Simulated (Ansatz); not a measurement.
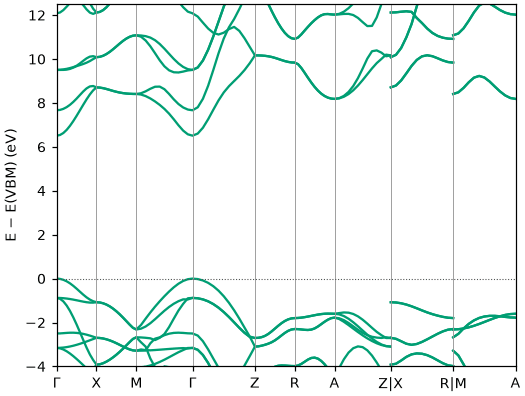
*Band structure from r²SCAN (plane waves, PAW; program Ansatz)*

### Question
Read off the gap and where the band edges lie.

### Answer
About 6.5 eV (6.51 eV by a search for the band edges); maximum at Γ, minimum at Γ.

The material is SiO$_{2}$ (rutile, P4_2/mnm).

This is a known high-pressure phase of the composition, computed here at zero pressure and temperature. Symmetry was held in the r²SCAN relaxation; its stability against distortions is not shown here. The volume moved by 38 % from the start of the relaxation.

Potentials: the later of the program's two PAW sets.
